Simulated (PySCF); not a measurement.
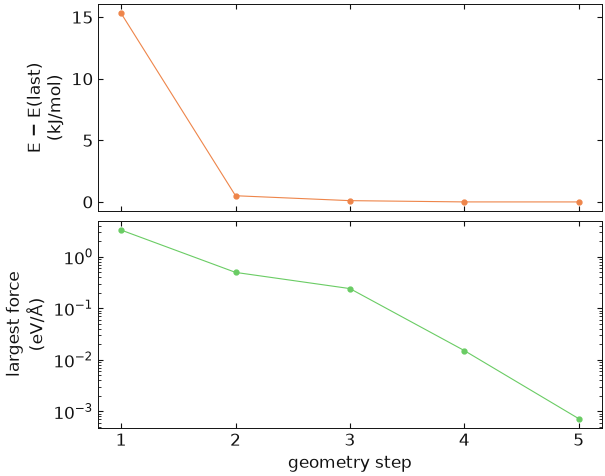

History of a geometry optimisation.

System: MgO.
Method: PBE0-D3(BJ)/def2-SVP, geometry optimisation in PySCF 2.14.0, density fitting.

> How did it end, and what did it gain?

The optimisation met its thresholds at geometry 5, counting the start as the first. The energy fell by about 15 kJ/mol from the first step to the last. The largest force goes from about 3.3 eV/Å at the start to 7 × 10⁻⁴ eV/Å at the end.
